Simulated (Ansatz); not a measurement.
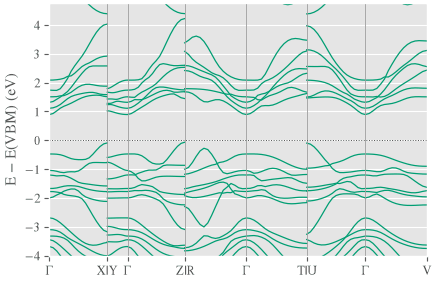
*Band structure from plane-wave PAW r²SCAN+D4 (Ansatz code)*

The gap is 0.75 eV; an edge lies off the plotted path or next to a special point (maximum off the standard path, minimum off the standard path).

The material is TeSe in space group P1 (No. 1; Pearson symbol aP6).

The first step of the workflow began from a Materials Project structure, measured or hypothetical; the Crystallography Open Database copy checked does not list it. Whether it is the stable phase at ambient conditions was not checked. The cell was relaxed with r²SCAN+D4; whether a distortion lowers the energy is not shown. Scalar-relativistic: spin–orbit coupling is off unless named, which matters more the heavier the elements.

Potentials: the later of the program's two PAW sets.
